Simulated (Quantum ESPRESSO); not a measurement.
# Collinear magnetic orders of FeO (Wuestite) with Quantum ESPRESSO, part 2 of 2

Does FeO (Wuestite) prefer parallel or opposed moments?

Quantum ESPRESSO 7.5; PBEsol with U = 4.5 eV on Fe d (ortho-atomic projectors); plane waves with GBRV 1.5 PBEsol potentials, no spin-orbit coupling.

So far, absolute magnetization (μB): step 2 (run 1, typed as ferro +) 4.04.

The database entry behind the starting cell differs from later determinations by our own check (inexact against later determinations), so it need not match the best structure at ambient conditions.

### 3. Run 2 (antiferro q=(0,1/2,1/2) +−)

The cell is doubled to 4 atoms to hold this order. The wavevector q is in fractions of the reciprocal vectors of the crystal's primitive cell, as the cells of these inputs are built from it; moments change sign between cells as cos(2π q·R).

pw.in

```
&CONTROL
  calculation = 'scf'
  prefix = 'pwscf'
  outdir = './tmp'
  pseudo_dir = './pseudo'
  disk_io = 'nowf'
/
&SYSTEM
  ibrav = 0
  nat = 4
  ntyp = 3
  ecutwfc = 40
  ecutrho = 280
  nbnd = 31
  occupations = 'smearing'
  smearing = 'fd'
  degauss = 0.00367493
  nspin = 2
  starting_magnetization(1) = 0.25
  starting_magnetization(2) = -0.25
  starting_magnetization(3) = 0
/
&ELECTRONS
  conv_thr = 8d-09
  electron_maxstep = 150
  mixing_beta = 0.3
/
ATOMIC_SPECIES
Fe1    55.8450 fe_pbesol_v1.5.uspp.F.UPF
Fe2    55.8450 fe_pbesol_v1.5.uspp.F.UPF
O      15.9990 o_pbesol_v1.2.uspp.F.UPF
CELL_PARAMETERS angstrom
   0.0000000000    2.1554000000    2.1554000000
   4.3108000000    0.0000000000    4.3108000000
   4.3108000000    2.1554000000    2.1554000000
ATOMIC_POSITIONS crystal
Fe1     0.0000000000    0.0000000000    0.0000000000
Fe2     0.0000000000    0.5000000000    0.0000000000
O       0.5000000000    0.0000000000    0.5000000000
O       0.5000000000    0.5000000000    0.5000000000
K_POINTS automatic
8 4 8 0 0 0
HUBBARD {ortho-atomic}
U Fe1-3d 4.5000
U Fe2-3d 4.5000
```

Command:

```console
> OMP_NUM_THREADS=1 mpirun -n 4 pw.x -nk 4 -in pw.in > pw.out
```

The program printed:

```text
[banner, memory and clock lines left out]
Program PWSCF v.7.5 starts

     Message from routine setup:
     using ibrav=0 with symmetry is DISCOURAGED, use correct ibrav instead

     bravais-lattice index     =            0
     lattice parameter (alat)  =       5.7603  a.u.
     unit-cell volume          =     270.2964 (a.u.)^3
     number of atoms/cell      =            4
     number of atomic types    =            3
     number of electrons       =        44.00
     number of Kohn-Sham states=           31
     kinetic-energy cutoff     =      40.0000  Ry
     charge density cutoff     =     280.0000  Ry
     scf convergence threshold =      8.0E-09
     mixing beta               =       0.3000
     number of iterations used =            8  plain     mixing
     Exchange-correlation= SLA  PW   PSX  PSC
                           (   1   4  10   8   0   0   0)
     Hubbard projectors: ortho-atomic
     Hubbard parameters of DFT+U (Dudarev formulation) in eV:
     U(Fe1-3d) =  4.5000
     U(Fe2-3d) =  4.5000

     Internal variables: lda_plus_u =T, lda_plus_u_kind = 0

     Internal variables: orbital_resolved =F, hub_pot_fix =F, apply_U = F

     celldm(1)=   5.760255  celldm(2)=   0.000000  celldm(3)=   0.000000
     celldm(4)=   0.000000  celldm(5)=   0.000000  celldm(6)=   0.000000

     crystal axes: (cart. coord. in units of alat)
               a(1) = (   0.000000   0.707107   0.707107 )
               a(2) = (   1.414214   0.000000   1.414214 )
               a(3) = (   1.414214   0.707107   0.707107 )

     reciprocal axes: (cart. coord. in units 2 pi/alat)
               b(1) = ( -0.707107  0.707107  0.707107 )
               b(2) = ( -0.000000 -0.707107  0.707107 )
               b(3) = (  0.707107  0.707107 -0.707107 )

     PseudoPot. # 1 for Fe read from file:
     fe_pbesol_v1.5.uspp.F.UPF
     Pseudo is Ultrasoft + core correction, Zval = 16.0

     PseudoPot. # 2 for Fe read from file:
     fe_pbesol_v1.5.uspp.F.UPF
     Pseudo is Ultrasoft + core correction, Zval = 16.0

     PseudoPot. # 3 for O  read from file:
     o_pbesol_v1.2.uspp.F.UPF
     Pseudo is Ultrasoft + core correction, Zval =  6.0

     atomic species   valence    mass     pseudopotential
     Fe1              16.00    55.84500     Fe( 1.00)
     Fe2              16.00    55.84500     Fe( 1.00)
     O                 6.00    15.99900     O ( 1.00)

     Starting magnetic structure
     atomic species   magnetization
     Fe1             0.250
     Fe2            -0.250
     O               0.000

     16 Sym. Ops., with inversion, found

   Cartesian axes

     site n.     atom                  positions (alat units)
         1        Fe1    tau(   1) = (   0.0000000   0.0000000   0.0000000  )
         2        Fe2    tau(   2) = (   0.7071068   0.0000000   0.7071068  )
         3        O      tau(   3) = (   0.7071068   0.7071068   0.7071068  )
         4        O      tau(   4) = (   1.4142136   0.7071068   1.4142136  )

     number of k points=    39  Fermi-Dirac smearing, width (Ry)=  0.0037
                       cart. coord. in units 2pi/alat
        k(    1) = (   0.0000000   0.0000000   0.0000000), wk =   0.0039062
        k(    2) = (   0.0883883   0.0883883  -0.0883883), wk =   0.0312500
        k(    3) = (   0.1767767   0.1767767  -0.1767767), wk =   0.0312500
        k(    4) = (   0.2651650   0.2651650  -0.2651650), wk =   0.0312500
        k(    5) = (  -0.3535534  -0.3535534   0.3535534), wk =   0.0078125
        [... 34 further k-points ...]

     Dense  grid:    21495 G-vectors     FFT dimensions: (  32,  64,  54)

     Smooth grid:     9213 G-vectors     FFT dimensions: (  24,  48,  45)

     Check: negative core charge=   -0.000047
     Generating pointlists ...
     new r_m :   0.2917 (alat units)  1.6802 (a.u.) for type    1
     new r_m :   0.2917 (alat units)  1.6802 (a.u.) for type    2
     new r_m :   0.2917 (alat units)  1.6802 (a.u.) for type    3

     Initial potential from superposition of free atoms

     starting charge      42.0000, renormalised to      44.0000

     STARTING HUBBARD OCCUPATIONS:

     =================== HUBBARD OCCUPATIONS ===================
     ------------------------ ATOM    1 ------------------------
     Tr[ns(  1)] (up, down, total) =   5.00000  0.00000  5.00000
     Atomic magnetic moment for atom   1 =   5.00000
     [... lines left out ...]
     ------------------------ ATOM    2 ------------------------
     Tr[ns(  2)] (up, down, total) =   0.00000  5.00000  5.00000
     Atomic magnetic moment for atom   2 =  -5.00000
     [... lines left out ...]
     Number of occupied Hubbard levels =   10.0000

     Atomic wfc used for Hubbard projectors are orthogonalized

     Starting wfcs are   34 randomized atomic wfcs

     Self-consistent Calculation

     iteration #  1     ecut=    40.00 Ry     beta= 0.30
     Davidson diagonalization with overlap
     ethr =  1.00E-02,  avg # of iterations =  2.7

     =================== HUBBARD OCCUPATIONS ===================
     ------------------------ ATOM    1 ------------------------
     Tr[ns(  1)] (up, down, total) =   4.86286  0.59863  5.46148
     Atomic magnetic moment for atom   1 =   4.26423
     [... lines left out ...]
     ------------------------ ATOM    2 ------------------------
     Tr[ns(  2)] (up, down, total) =   0.59908  4.86285  5.46193
     Atomic magnetic moment for atom   2 =  -4.26377
     [... lines left out ...]
     Number of occupied Hubbard levels =   10.9234

     total energy              =    -563.99133338 Ry
     estimated scf accuracy    <       1.62767273 Ry

     total magnetization       =     0.00 Bohr mag/cell
     absolute magnetization    =     8.71 Bohr mag/cell

     iteration #  2     ecut=    40.00 Ry     beta= 0.30
     Davidson diagonalization with overlap
     ethr =  3.70E-03,  avg # of iterations =  2.6

     total energy              =    -564.43054863 Ry
     estimated scf accuracy    <       0.30103649 Ry

     total magnetization       =    -0.00 Bohr mag/cell
     absolute magnetization    =     7.56 Bohr mag/cell

     [... further iterations left out ...]

     iteration # 28     ecut=    40.00 Ry     beta= 0.30
     Davidson diagonalization with overlap
     ethr =  2.33E-10,  avg # of iterations =  2.1

     total energy              =    -564.46808633 Ry
     estimated scf accuracy    <       0.00000016 Ry

     total magnetization       =    -0.00 Bohr mag/cell
     absolute magnetization    =     7.75 Bohr mag/cell

     iteration # 29     ecut=    40.00 Ry     beta= 0.30
     Davidson diagonalization with overlap
     ethr =  2.33E-10,  avg # of iterations =  1.2

     Magnetic moment per site  (integrated on atomic sphere of radius R)
     atom   1 (R=0.292)  charge= 13.5199  magn=  3.5430
     atom   2 (R=0.292)  charge= 13.5199  magn= -3.5430
     atom   3 (R=0.292)  charge=  5.8385  magn= -0.0850
     atom   4 (R=0.292)  charge=  5.8385  magn=  0.0850

     End of self-consistent calculation

     =================== HUBBARD OCCUPATIONS ===================
     ------------------------ ATOM    1 ------------------------
     Tr[ns(  1)] (up, down, total) =   4.94556  1.18977  6.13532
     Atomic magnetic moment for atom   1 =   3.75579
     [... lines left out ...]
     ------------------------ ATOM    2 ------------------------
     Tr[ns(  2)] (up, down, total) =   1.18977  4.94555  6.13532
     Atomic magnetic moment for atom   2 =  -3.75578
     [... lines left out ...]
     Number of occupied Hubbard levels =   12.2706

     [... lines left out ...]
     the Fermi energy is    15.0287 ev

!    total energy              =    -564.46808640 Ry
     estimated scf accuracy    <          6.5E-09 Ry
     smearing contrib. (-TS)   =      -0.00359592 Ry
     internal energy E=F+TS    =    -564.46449049 Ry

     The total energy is F=E-TS. E is the sum of the following terms:
     one-electron contribution =    -273.00391605 Ry
     hartree contribution      =     160.80413589 Ry
     xc contribution           =     -72.50168577 Ry
     ewald contribution        =    -380.05511204 Ry
     Hubbard energy            =       0.29208748 Ry

     total magnetization       =     0.00 Bohr mag/cell
     absolute magnetization    =     7.76 Bohr mag/cell

     convergence has been achieved in  29 iterations
```

Wall time 46 s (4 MPI ranks of Arm Neoverse V2, shared host); peak memory 0.42 GiB.

Spin moment in the atom's sphere by atom:

| atom | spin moment in the atom's sphere (μB) |
| --- | --- |
| Fe1 | 3.54 |
| Fe2 | -3.54 |
| O3 | -0.09 |
| O4 | 0.09 |

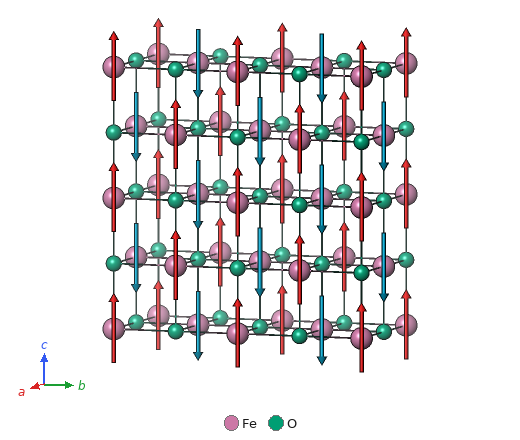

Spin moment in the atom's sphere as arrows, the longest 3.54 μB. Up and down stand for the sign. Arrows give size and sign along the axis of quantisation, drawn up and down the page. The two directions have two colours. 1×2×2 conventional cells are drawn. Some periodic images of atoms are drawn too.

This step gave:

```yaml
smearing_term_ts: 0.04892 eV
magnetization: 0 μB
absolute_magnetization: 7.755 μB
final_state: antiferromagnetic
```

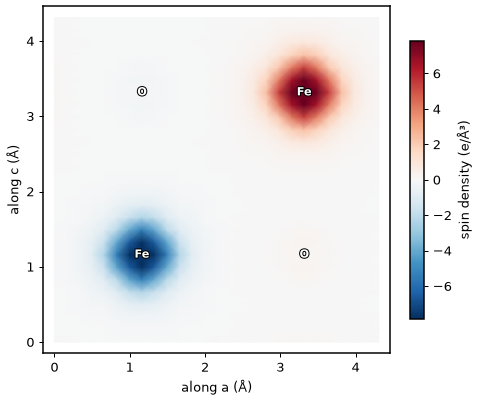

Spin density in the ac plane of the conventional cell at fractional y = 0.000, with atoms of Fe and O within 0.2 Å of it. The map starts off the cell's origin, so that atoms lie inside it.

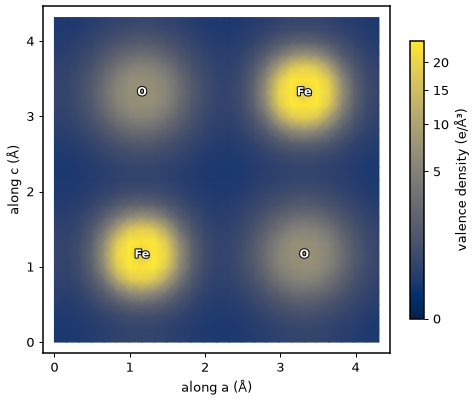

Valence density in the ac plane of the conventional cell at fractional y = 0.000, with atoms of Fe and O within 0.2 Å of it. It is the smooth field of the valence electrons, not physical close to the nuclei. The map starts off the cell's origin, so that atoms lie inside it. The colour scale is stretched toward low values.

### 4. Run 3 (antiferro q=(0,0,1/2) +−)

This order needs a doubled cell of 4 atoms.

pw.in, as its differences from that of step 3:

```diff
@@ -33,11 +33,11 @@
    0.0000000000    2.1554000000    2.1554000000
-   4.3108000000    0.0000000000    4.3108000000
-   4.3108000000    2.1554000000    2.1554000000
+   2.1554000000    0.0000000000    2.1554000000
+   4.3108000000    4.3108000000    0.0000000000
 ATOMIC_POSITIONS crystal
 Fe1     0.0000000000    0.0000000000    0.0000000000
-Fe2     0.0000000000    0.5000000000    0.0000000000
-O       0.5000000000    0.0000000000    0.5000000000
-O       0.5000000000    0.5000000000    0.5000000000
+Fe2     0.0000000000    0.0000000000    0.5000000000
+O       0.5000000000    0.5000000000    0.2500000000
+O       0.5000000000    0.5000000000    0.7500000000
 K_POINTS automatic
-8 4 8 0 0 0
+8 8 4 0 0 0
 HUBBARD {ortho-atomic}
```

The program printed:

```text
     [... lines left out ...]
Program PWSCF v.7.5 starts
     [... lines left out ...]
     number of atoms/cell      =            4
     [... lines left out ...]
     number of electrons       =        44.00
     number of Kohn-Sham states=           31
     kinetic-energy cutoff     =      40.0000  Ry
     charge density cutoff     =     280.0000  Ry
     scf convergence threshold =      8.0E-09
     [... lines left out ...]
     12 Sym. Ops., with inversion, found
     [... lines left out ...]
     number of k points=    35  Fermi-Dirac smearing, width (Ry)=  0.0037
     [... lines left out ...]
     iteration # 16     ecut=    40.00 Ry     beta= 0.30
     [... lines left out ...]
     Magnetic moment per site  (integrated on atomic sphere of radius R)
     atom   1 (R=0.292)  charge= 13.5317  magn=  3.4927
     atom   2 (R=0.292)  charge= 13.5317  magn= -3.4927
     atom   3 (R=0.292)  charge=  5.8387  magn=  0.0000
     atom   4 (R=0.292)  charge=  5.8387  magn=  0.0000
     [... lines left out ...]
     Tr[ns(  1)] (up, down, total) =   4.93904  1.21322  6.15226
     [... lines left out ...]
     Tr[ns(  2)] (up, down, total) =   1.21321  4.93903  6.15224
     [... lines left out ...]
     the Fermi energy is    14.5006 ev
!    total energy              =    -564.51434418 Ry
     estimated scf accuracy    <          1.1E-09 Ry
     smearing contrib. (-TS)   =      -0.00174873 Ry
     [... lines left out ...]
     total magnetization       =     0.00 Bohr mag/cell
     absolute magnetization    =     7.55 Bohr mag/cell
     convergence has been achieved in  16 iterations
```

It took 16 s on 4 MPI ranks; peak memory 0.37 GiB.

Spin moment in the atom's sphere by atom:

| atom | spin moment in the atom's sphere (μB) |
| --- | --- |
| Fe1 | 3.49 |
| Fe2 | -3.49 |
| O3 | 0.00 |
| O4 | 0.00 |

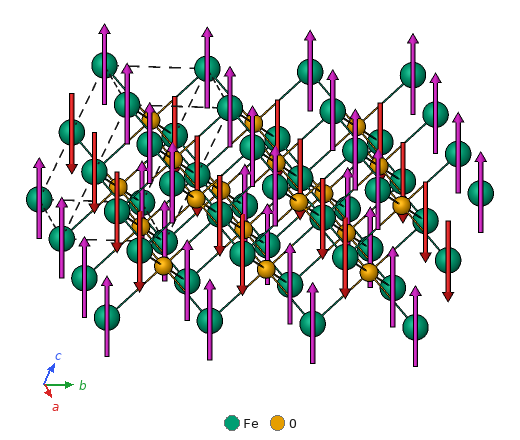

Spin moment in the atom's sphere as arrows, the longest 3.49 μB. Up and down stand for the sign. Arrows give size and sign along the axis of quantisation, drawn up and down the page. The two directions have two colours. Bonds to atoms that aren't drawn are left out. 3×3×1 cells are drawn. Some periodic images of atoms are drawn too.

Read from the output:

```
smearing term TS       : 0.02379 eV
magnetization          : 0 μB
absolute magnetization : 7.553 μB
final state            : antiferromagnetic
```

### 5. Ranking

An order is kept where moments of 0.15 μB or more survive with the typed signs; meshes match where a doubled cell samples the same k points as the first cell.

Orders:

| start | final state | typed order kept | energy over the lowest (meV a seeded atom) | largest site moment (μB) | net moment (μB a cell of the first run) | mesh matched | CPU time (s) |
| --- | --- | --- | --- | --- | --- | --- | --- |
| ferro + | ferromagnetic | yes | 33.76 | 3.584 | 4.004 | yes | 14.2 |
| antiferro q=(0,1/2,1/2) +- | antiferromagnetic | yes | 314.7 | 3.543 | 0 | yes | 184.2 |
| antiferro q=(0,0,1/2) +- | antiferromagnetic | yes | 0 | 3.493 | 0 | yes | 64.57 |

### 6. Fillings of the first corrected shells

| start | type | spin | occupation numbers |
| --- | --- | --- | --- |
| ferro + | Fe | up | 0.989 0.989 0.989 0.993 0.993 |
| ferro + | Fe | down | 0.094 0.094 0.329 0.329 0.329 |
| antiferro q=(0,1/2,1/2) +- | Fe1 | up | 0.987 0.987 0.988 0.991 0.992 |
| antiferro q=(0,1/2,1/2) +- | Fe1 | down | 0.087 0.090 0.295 0.359 0.359 |
| antiferro q=(0,1/2,1/2) +- | Fe2 | up | 0.087 0.090 0.294 0.359 0.359 |
| antiferro q=(0,1/2,1/2) +- | Fe2 | down | 0.987 0.987 0.988 0.991 0.992 |
| antiferro q=(0,0,1/2) +- | Fe1 | up | 0.985 0.985 0.988 0.990 0.990 |
| antiferro q=(0,0,1/2) +- | Fe1 | down | 0.045 0.098 0.098 0.486 0.486 |
| antiferro q=(0,0,1/2) +- | Fe2 | up | 0.045 0.098 0.098 0.486 0.486 |
| antiferro q=(0,0,1/2) +- | Fe2 | down | 0.985 0.985 0.988 0.990 0.990 |

### 7. Results

```
moments, largest by run                         : 3.58, 3.54, 3.49 μB
spread of the energies of the runs with moments : 315 meV a seeded atom
```

**Reading.** Under a U these runs seem to end in unlike orbital states: the fillings of their corrected shells differ, or their energies lie too far apart for exchange alone. The differences are then no exchange energies, and the ranking says little of the magnetic order. Seeding all runs from one set of occupation matrices is the usual remedy. The smearing term is large for its width, so states at the Fermi level are partly filled: at this level the cell is a metal or has a gap of a few widths at most. Degenerate orbitals of a corrected shell are partly filled. Whether a state of lower symmetry lies under this one was not tested; under a U it often does.

[Logs and program files are shortened in this print: banners, set-up blocks, solver, clock and traceback lines can be left out without a mark of their own.]

[Logs are printed without paths, hosts, clocks, repeated set-up lines and the standing remarks that a program may print on its own settings, such as how far it seeks lower states.]

[Hosts, paths, dates, database ids (printed as entryN), source tags and the programs' standing remarks are cut or masked in the printed files.]

[Where a cell is said to come from a database of computed structures, the database is the Materials Project.]
